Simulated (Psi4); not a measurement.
# wB97X-D/6-31G(d) (spherical functions, sweep point 4) run of AlBH6 (H2Al(BH4))

Aim: the vertical electron affinity of AlBH6 (H2Al(BH4)) at wB97X-D/6-31G* (spherical functions, sweep point 4), from 2 runs. 

The results are computed with Psi4 1.11.

4 further runs of the same task are left out: 4 set aside as unsound or not needed.

### Step 1. The system as given

AlBH6 has 8 atoms, charge 0, and is taken as a singlet. The shape comes from GFN2-xTB, which is rough for such elements, and wasn't checked as a minimum.

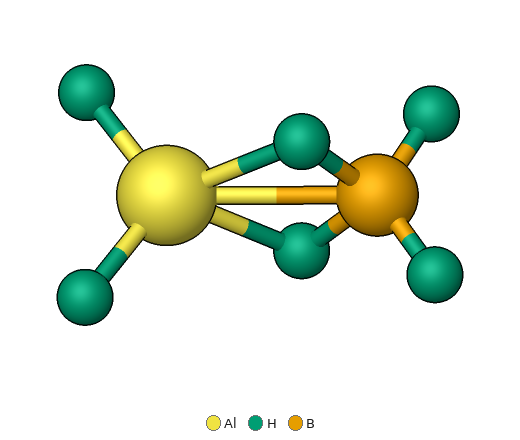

Viewed from a chosen angle; aluminium yellow, hydrogen teal, boron amber.

### Step 2. A single-point energy at wB97X-D/6-31G(d) (spherical functions, sweep point 4)

run.py

```python
import psi4

psi4.set_memory(1600000000)
psi4.set_num_threads(1)
psi4.core.set_output_file('output.dat', False)

molecule = psi4.geometry("""
0 1
Al    -0.872330    -0.514150    -0.478720
H      0.096830     0.945450    -0.494590
B      0.854410     0.502140     0.466870
H      0.387400    -0.681460     0.733140
H     -0.754240    -1.432160    -1.724810
H     -2.325190    -0.376490     0.049730
H      0.669960     1.182470     1.410950
H      1.943150     0.374200     0.037420
symmetry c1
""")

options = {'basis': '6-31G*', 'puream': True, 'scf_type': 'pk', 'dft_radial_points': 50, 'dft_spherical_points': 194}
psi4.set_options(options)

e_tot = psi4.energy("wb97x-d")
print(f'total energy {e_tot:.8f} hartree = {e_tot * 27.211386:.5f} eV')
```

On the command line:

```console
$ python run.py
```

output.dat:

```text
[...]
  Running in c1 symmetry.
[...]
  Nuclear repulsion =   50.055727267243114
[...]
  Multiplicity = 1
[...]
  Nalpha       = 12
  Nbeta        = 12
[...]
    Number of basis functions: 44
[...]
   @RKS iter   1:  -270.79512876451264   -6.56140e-01   5.12805e-03 ADIIS/DIIS
[...]
   @RKS iter   7:  -270.83168037505146   -3.77014e-09   1.88006e-07 DIIS
[...]
    Orbital Energies [Eh]
    ---------------------
    Doubly Occupied:
       1A    -56.206459     2A     -6.838490     3A     -4.272461
       4A     -2.814507     5A     -2.809596     6A     -2.807495
       7A     -0.691306     8A     -0.507440     9A     -0.469268
      10A     -0.434550    11A     -0.434154    12A     -0.388922
[...]
  @RKS Final Energy:  -270.83168037505146
   => Energetics <=
    Nuclear Repulsion Energy =             50.0557272672431139
    One-Electron Energy =                -472.4494211920459747
    Two-Electron Energy =                 169.1243982025936816
    DFT Exchange-Correlation Energy =     -17.5600690144174187
    Empirical Dispersion Energy =          -0.0023156384248607
    VV10 Nonlocal Energy =                  0.0000000000000000
    Total Energy =                       -270.8316803750514623
[...]
 Multipole Moments:
 ------------------------------------------------------------------------------------
     Multipole            Electronic (a.u.)      Nuclear  (a.u.)        Total (a.u.)
 ------------------------------------------------------------------------------------
 L = 1.  Multiply by 2.5417464519 to convert [e a0] to [Debye]
 Dipole X            :         -1.4020100            1.2107080           -0.1913020
 Dipole Y            :         -0.8337308            0.7175640           -0.1161669
 Dipole Z            :         -0.7816391            0.6699384           -0.1117007
 Magnitude           :                                                    0.2501365
[...]
```

The script printed:

```text
total energy -270.83168038 hartree = -7369.70540 eV
```

Wall time 1.8 s (1 thread of AMD EPYC 9B45 (Zen 5), shared host); peak memory 0.3 GiB.

### Step 3. The doublet anion, same level

calc.py

```python
import psi4

psi4.set_memory('1600 MB')
psi4.set_num_threads(1)
psi4.set_output_file('run.log', False)

m = psi4.geometry("""
-1 2
Al    -0.872330    -0.514150    -0.478720
H      0.096830     0.945450    -0.494590
B      0.854410     0.502140     0.466870
H      0.387400    -0.681460     0.733140
H     -0.754240    -1.432160    -1.724810
H     -2.325190    -0.376490     0.049730
H      0.669960     1.182470     1.410950
H      1.943150     0.374200     0.037420
symmetry c1
""")

psi4.set_options({
    'reference': 'uks',
    'puream': True,
    'scf_type': 'pk',
    'dft_radial_points': 50,
    'dft_spherical_points': 194,
    'maxiter': 150,
})

E = psi4.energy("wb97x-d/6-31G*", molecule=m)
print(f'total energy {E:.8f} hartree = {E * 27.211386:.5f} eV')
```

On the command line:

```console
$ python calc.py
```

run.log:

```text
[...]
  Running in c1 symmetry.
[...]
  Nuclear repulsion =   50.055727267243114
[...]
  Multiplicity = 2
[...]
  Nalpha       = 13
  Nbeta        = 12
[...]
    Number of basis functions: 44
[...]
   @UKS iter   1:  -270.72541754587081   -5.86429e-01   7.07308e-03 DIIS/ADIIS
[...]
   @UKS iter   9:  -270.80828588580010   -7.01124e-09   2.72598e-07 DIIS
[...]
   @S^2 Observed:                7.540674559E-01
[...]
    Orbital Energies [Eh]
    ---------------------
    Alpha Occupied:
       1A    -55.962547     2A     -6.631110     3A     -4.031185
       4A     -2.571370     5A     -2.569739     6A     -2.567780
       7A     -0.488583     8A     -0.310035     9A     -0.269765
      10A     -0.246986    11A     -0.232942    12A     -0.179949
      13A      0.030433
    Alpha Virtual:
      14A      0.262230    15A      0.295181    16A      0.304418
      17A      0.343889    18A      0.373579    19A      0.375584
      20A      0.379606    21A      0.485310    22A      0.489099
      23A      0.522268    24A      0.543928    25A      0.657036
[...]
  @UKS Final Energy:  -270.80828588580010
   => Energetics <=
    Nuclear Repulsion Energy =             50.0557272672431139
    One-Electron Energy =                -477.6631445460155874
    Two-Electron Energy =                 174.4486243394960354
    DFT Exchange-Correlation Energy =     -17.6471773080988221
    Empirical Dispersion Energy =          -0.0023156384248607
    VV10 Nonlocal Energy =                  0.0000000000000000
    Total Energy =                       -270.8082858858001032
[...]
 Multipole Moments:
 ------------------------------------------------------------------------------------
     Multipole            Electronic (a.u.)      Nuclear  (a.u.)        Total (a.u.)
 ------------------------------------------------------------------------------------
 L = 1.  Multiply by 2.5417464519 to convert [e a0] to [Debye]
 Dipole X            :         -0.7155781            1.2107080            0.4951299
 Dipole Y            :         -0.4352597            0.7175640            0.2823043
 Dipole Z            :         -0.4059493            0.6699384            0.2639891
 Magnitude           :                                                    0.6281238
[...]
```

On the terminal:

```text
total energy -270.80828589 hartree = -7369.06880 eV
```

Run time: 2.4 s. Hardware: 1 thread of AMD EPYC 9B45 (Zen 5), shared host; peak memory 0.3 GiB.

### Step 4. What came out

Level: wB97X-D/6-31G* (spherical functions, sweep point 4).

| quantity | value |
| --- | --- |
| singlet AlBH6: total energy | -270.83168 Eh |
| singlet AlBH6: dipole moment | 0.64 D |
| singlet AlBH6: HOMO energy | -10.58 eV |
| singlet AlBH6: LUMO energy | 0.52 eV |
| singlet AlBH6: HOMO–LUMO gap | 11.10 eV |
| singlet AlBH6: dispersion energy | -6.08 kJ/mol |
| doublet anion: total energy | -270.80829 Eh |
| doublet anion: HOMO energy (highest over α and β) | 0.83 eV |
| doublet anion: LUMO energy (lowest over α and β) | 5.93 eV |
| doublet anion: dispersion energy | -6.08 kJ/mol |
| doublet anion: ⟨S²⟩ | 0.754 |
| vertical electron affinity (to the doublet anion) | -0.637 eV |

The anion lies 0.64 eV (61.4 kJ/mol) above the neutral: the electron isn't bound at this level, and such a value depends on the basis. Without diffuse functions anions come out too high. The HOMO (doublet anion) lies at positive energy, 0.83 eV; only total energies tell whether the electron is bound.
